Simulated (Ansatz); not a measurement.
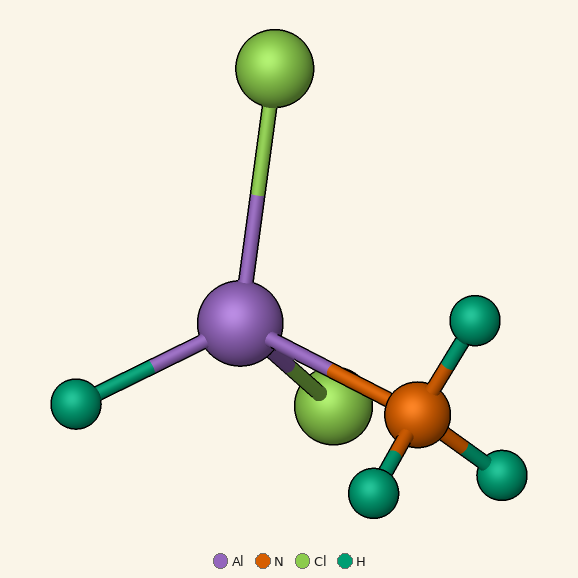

Sticks follow a distance rule. Harmonic vibrations computed with RKS PBE0-D4/def2-TZVP (Ansatz 0.2.0) at a stationary point of the same level.

**How many imaginary frequencies does it have?**

A first-order saddle point: one imaginary frequency, 75i cm⁻¹.

**How many vibrational modes are there, and where do they lie?**

18 modes: 75i, 140, 146, 188, 436, 460, 511, 557, 590, 713, 716, 1252, 1646, 1653, 1951, 3473, 3588, 3598 cm⁻¹.
